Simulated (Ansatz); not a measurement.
```
Mg Ru O
1.0
     3.83571    0.00000    0.00000
     0.00000    3.83571    0.00000
     0.00000    0.00000    3.68212
Mg Ru O
1 1 1
Direct
  0.50000 0.50000 0.00000
  0.00000 0.00000 0.00000
  0.50000 0.50000 0.50000
```

Space group P4/mmm; a structure generated by program, which may or may not match a known phase; spin-polarised.

These are results of DFT PBE, scalar-relativistic, plane waves, PAW (Ansatz), not measurements.

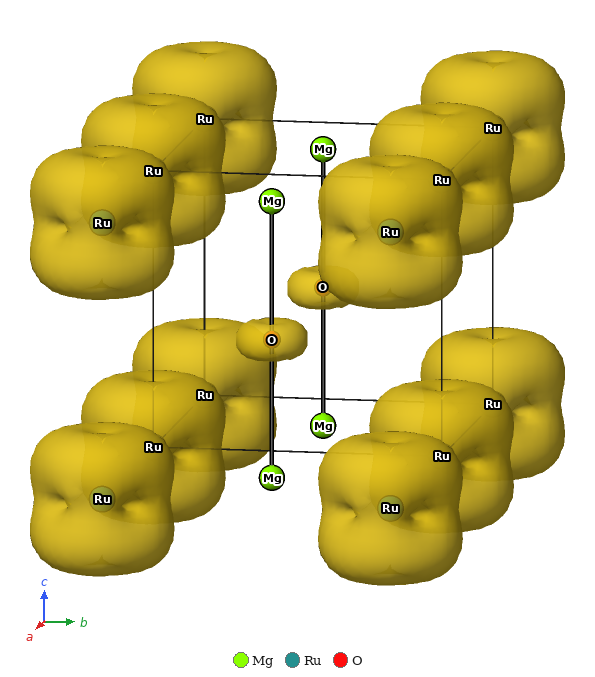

MgRuO. Isosurfaces of the spin density at +0.15 (yellow) and −0.15 e/Å³ (cyan), seen slightly off an axis. Sticks mark near contacts.

In a PAW calculation such maps are meaningful between the atoms, not at the nuclei.

**Where is the spin, and how is it ordered?**

The spin density sits on Ru: +2.1 μB in one cell of 3 atoms, with smaller moments on other sites: O (up to +0.15 μB): parallel moments, as they must be, since the calculation's own cell holds one magnetic site. The cell of the calculation (3 atoms) carries 2.5 μB of net spin moment. Only one sign reaches the isovalue.
